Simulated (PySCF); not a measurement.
**CH$_{8}$NP$_{2}$Si: EPR calculation**

- system: CH$_{8}$NP$_{2}$Si, multiplicity 2
- method: UKS B3LYP, pcH-1 on C H N P Si, non-relativistic, mean-field spin-orbit, GIAO (PySCF 2.14.0)

It belongs to a series of runs on one base structure; here: H removed from P.

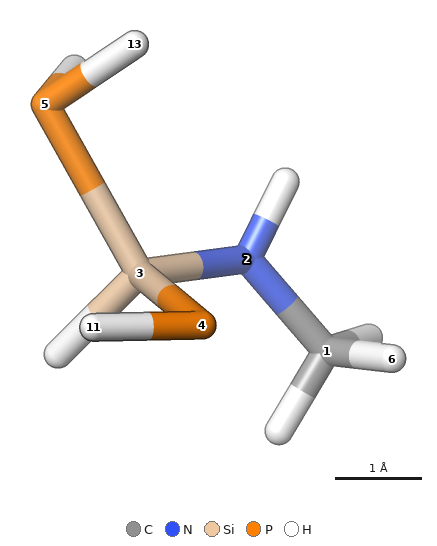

*The structure as given in the input (stick view, seen at a tilt; atoms are numbered from 1 in the order of the input).*

**Input file**
```
{"job": {"kind": "epr", "basis": "pcH-1"}, "charge": 0, "multiplicity": 2}
C     -2.062074    -0.069832     0.007108
N     -0.787038     0.515205    -0.339785
Si     0.681375    -0.085448     0.337428
P      0.968054    -2.279797     0.050711
P      2.409532     1.048798    -0.594875
H     -2.239917    -1.022478    -0.502992
H     -2.868013     0.620026    -0.244163
H     -2.078459    -0.251033     1.079341
H     -0.772953     0.827425    -1.299933
H      0.650778     0.329721     1.748976
H      2.181718    -2.310410     0.727075
H      1.658726     2.163024    -0.911348
H      2.253885     0.515285    -1.861190
```

The first line tells a small driver script what to run in PySCF; the rest is the geometry in Å.

Hardware: 1 CPU thread, shared host.

Launched with:
```bash
OMP_NUM_THREADS=1 python <driver script> task.json out
```

**Log**
```
UKS, coarse grid
  cycle   1  E = -1069.85366133  |g| = 3.43e-01
  cycle   2  E = -1069.80406422  |g| = 4.64e-01
  cycle   3  E = -1069.89634520  |g| = 7.42e-02
  cycle   4  E = -1069.89853984  |g| = 2.29e-02
  cycle   5  E = -1069.89878092  |g| = 5.72e-03
  cycle   6  E = -1069.89879861  |g| = 1.67e-03
  cycle   7  E = -1069.89880006  |g| = 5.04e-04
UKS, final grid
  cycle   1  E = -1069.89881780  |g| = 4.29e-04
  cycle   2  E = -1069.89881784  |g| = 4.57e-04
  cycle   3  E = -1069.89881797  |g| = 6.61e-05
  cycle   4  E = -1069.89881798  |g| = 4.71e-05
  cycle   5  E = -1069.89881798  |g| = 2.03e-05
E = -1069.89881798 Eh   <S^2> = 0.7534 (exact 0.7500)
g shifts (ppm)      1          2          3
  rmc          -158       -158       -158
  gc            -14         31         30
  oz_so         131       7069      20632
  total         -41       6942      20504
hyperfine (MHz)  atom isotope    a_iso     a_fc   dipolar eigenvalues
    0   13C      -0.54      -0.54     -0.36     -0.26      0.62
    1   14N      -0.44      -0.44     -0.21      0.07      0.14
    2  29Si      32.40      32.47     -1.91      0.83      1.08
    3   31P     112.25     112.05   -310.37   -294.84    605.21
    4   31P      13.06      13.33    -18.61    -17.24     35.85
    5    1H       0.74       0.73     -1.59     -1.35      2.94
    6    1H       0.69       0.69     -0.65     -0.62      1.27
    7    1H       0.30       0.30     -1.36     -1.27      2.62
    8    1H      -0.32      -0.32     -1.42     -0.89      2.31
    9    1H      47.93      47.93     -2.33     -1.06      3.39
   10    1H     -34.46     -34.70    -17.28      3.09     14.19
   11    1H       4.71       4.71     -1.71     -0.22      1.93
   12    1H       0.61       0.62     -2.65     -0.50      3.14
```

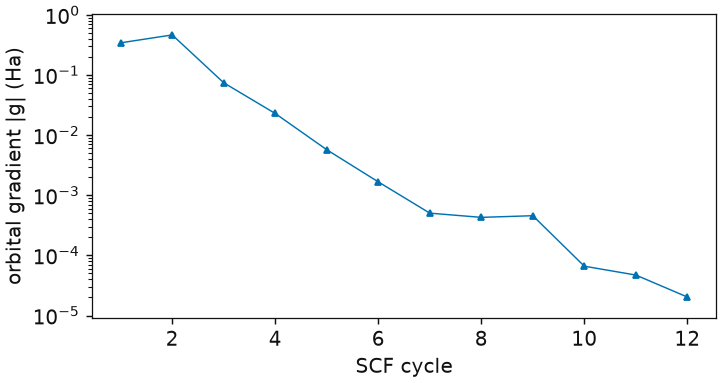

*Convergence of the self-consistent field: orbital gradient |g| against the SCF cycle.*

All cycles printed in the log are drawn one after another.

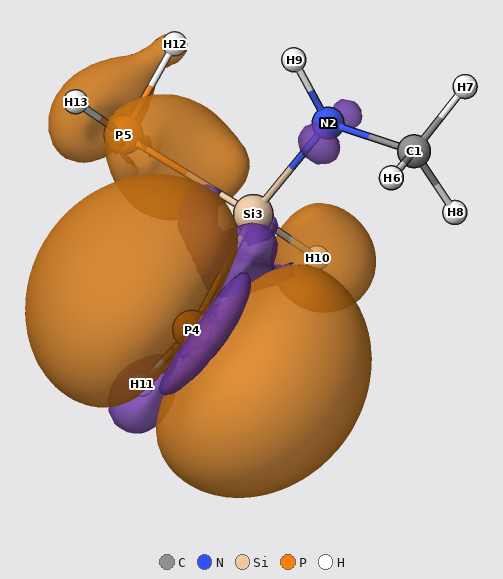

*Isosurfaces of the spin density at +0.004 (orange) and −0.004 e/Å³ (purple), seen at a tilt.*

The unpaired spin (1 electron) lies mostly on P4 (about 0.8), in electrons by Hirshfeld's partition.

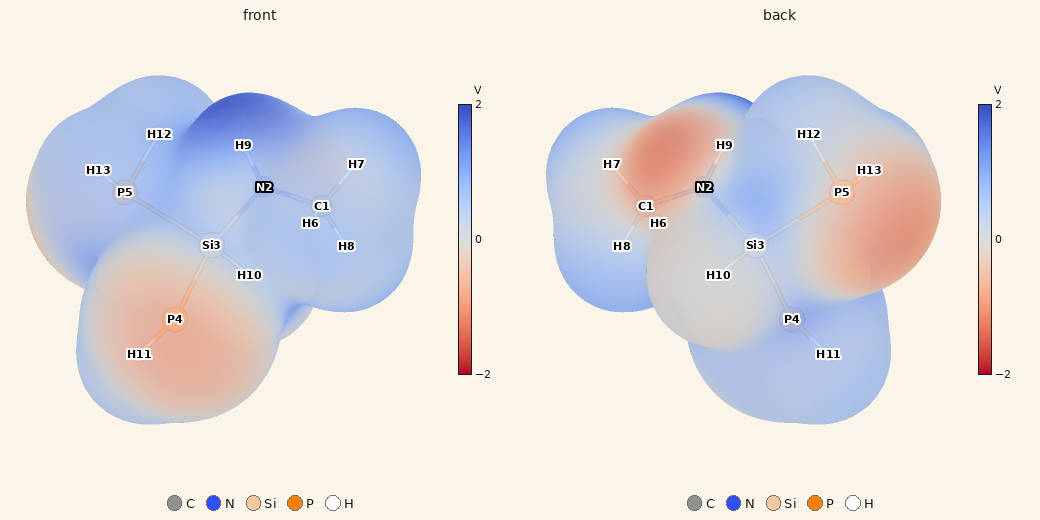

*The electrostatic potential painted on the density surface at 0.002 e/bohr³, seen at a tilt and from behind; red is negative and blue positive.*

A positive charge is drawn to the negative regions and a negative charge to the positive ones.

**Summary**

| quantity | value |
| --- | --- |
| outcome | converged |
| total energy | −1069.898818 hartree |
| ⟨S²⟩ | 0.753 |
| isotropic g | 2.0115 |
| wall time | 51 s |
| peak memory | 0.8 GiB |
